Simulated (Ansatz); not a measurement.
Input file:

```
crystal:
  periodic: [false, false, false]
  atoms:
    - { symbol: C, position_ang: [-0.43738, 0.56184, -0.50887] }
    - { symbol: Si, position_ang: [0.49575, -0.54984, 0.46561] }
    - { symbol: S, position_ang: [1.67769, -1.77975, 1.47331] }
    - { symbol: H, position_ang: [-0.61295, 1.57224, -0.17284] }
    - { symbol: H, position_ang: [-1.12311, 0.19551, -1.25721] }
basis:
  gaussian: { orbitals: cc-pVDZ }
hamiltonian:
  xc: cam_b3lyp
relax:
  f_tol: 0.02
  max_steps: 50
output:
  orbitals: {}
```

Launched as:

```sh
ansatz run input.yaml --threads 1 --pin off --max-ram 2048MiB --backend cpu --events-out ev --progress --plain --runs-dir out
```

The fields are those of the relaxed geometry.

Theory: RKS CAM-B3LYP/cc-pVDZ (Ansatz 0.2.0).

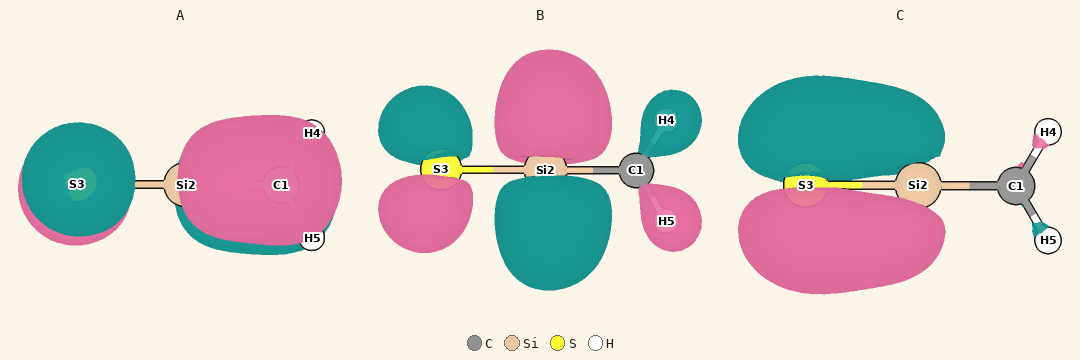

CH2SSi. Three frontier orbitals at ±0.1 Å⁻³ᐟ² (teal and pink are the two phases), in no order.

**Order the three orbitals by energy and name them.**

C is the HOMO−1 (−9.54 eV). By Hirshfeld shares it lies mainly on S3 (about 75 %) and Si2 (about 25 %); it is symmetric in the molecular plane (an in-plane orbital: σ, lone-pair or in-plane π type). A is the HOMO (−7.74 eV). By Hirshfeld shares it lies mainly on C1 (about 45 %), S3 (about 25 %) and Si2 (about 20 %); it changes sign across the molecular plane (π type); π-bonding across C1–Si2; π-antibonding (a node) across Si2–S3. B is the LUMO (−0.88 eV). By Hirshfeld shares it lies mainly on Si2 (about 60 %), S3 (about 25 %) and C1 (about 10 %); it is symmetric in the molecular plane (an in-plane orbital: σ, lone-pair or in-plane π type).

**What is the HOMO–LUMO gap?**

6.86 eV between the orbital energies.
